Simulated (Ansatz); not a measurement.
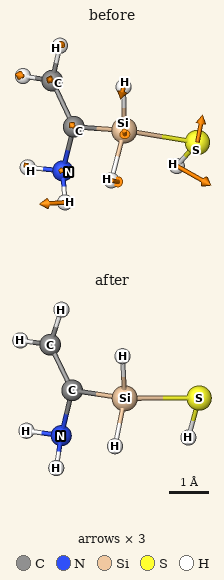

The structure of C2H7NSSi before (top) and after (bottom) a relaxation, at one scale. The orange arrows give the displacements, 3 times their true length.

Style: ball-and-stick. Shown at a tilt.

The run prepares the start of a later molecular dynamics calculation, from a guessed geometry.

Method: Ansatz 0.2.0, RKS PBE0/STO-3G. (no spin polarisation; force threshold 0.02 eV/Å; at most 40 steps)

**Summarise the run.**

The atom that moves furthest after the best rigid fit is an H atom (0.41 Å). Largest moves by element: H 0.41 Å, S 0.25 Å, Si 0.15 Å, C 0.08 Å, N 0.05 Å. Near-neighbour distances that change, for instance: H–Si 1.537 → 1.450 Å, C–Si 1.946 → 1.873 Å, C–H 1.162 → 1.093 Å, H–N 0.987 → 1.049 Å. Bond angles that change, for instance: C–Si–S 104.4° → 112.6°, C–C–Si 115.3° → 122.8°, H–N–H 112.9° → 106.5°. Groups turn about S–Si by about 25°. Over 10 geometry steps the energy falls by 14.4 kcal/mol. The largest force component goes from 4.3 to 0.018 eV/Å. The run took 22 s on 1 thread of Arm Neoverse V2 (shared host), peak memory 0.14 GiB.

Limits of the set-up: STO-3G is a minimal basis, so the numbers are rough.
